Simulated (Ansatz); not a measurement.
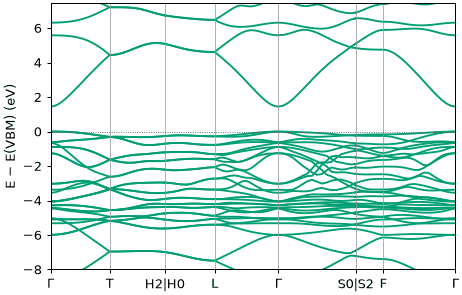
Figure: Band structure from LDA in the plane-wave PAW code Ansatz

Question: Read off the gap and where the band edges lie.

Answer: About 1.4 eV (1.45 eV by a search for the band edges); maximum at Γ, minimum at Γ.

Question: Pick the material that matches.
A. ZnSnO3, R3c (Zn on 6a, Sn on 6a, O on 18b)
B. ZnPdF6, R-3 (Zn on 3b, Pd on 3a, F on 18f)
C. K2H6PbO6, R-3 (K on 6c, H on 18f, Pb on 3a, O on 18f)

Answer: A, ZnSnO3, R3c (Zn on 6a, Sn on 6a, O on 18b)

Symmetry was held in the LDA relaxation. Spin–orbit coupling is left out wherever it is not named.

Potentials: the later of the program's two PAW sets.
